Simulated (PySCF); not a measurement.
Cl4Ga (anion, charge -1), SMILES [Cl][Ga-]([Cl])([Cl])[Cl] at its B3LYP/def2-SVP optimised geometry (Å):

```
5

Ga    -0.7419    -1.0493     0.0000
Cl     1.4843    -1.0493     0.0000
Cl    -1.4852    -2.0973     1.8180
Cl    -1.4843     1.0493     0.0000
Cl    -1.4825    -2.0989    -1.8182
```

Calculation: B3LYP/def2-TZVPD (PySCF). Cells within 0.4 Å of a nucleus heavier than hydrogen are left out (blank, or x).

Map of the electron localisation function on the plane z = 0.0 Å:

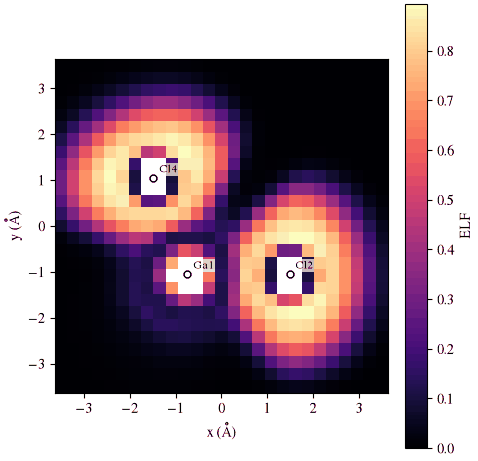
*Electron localisation function on the plane z = 0.0 Å.*
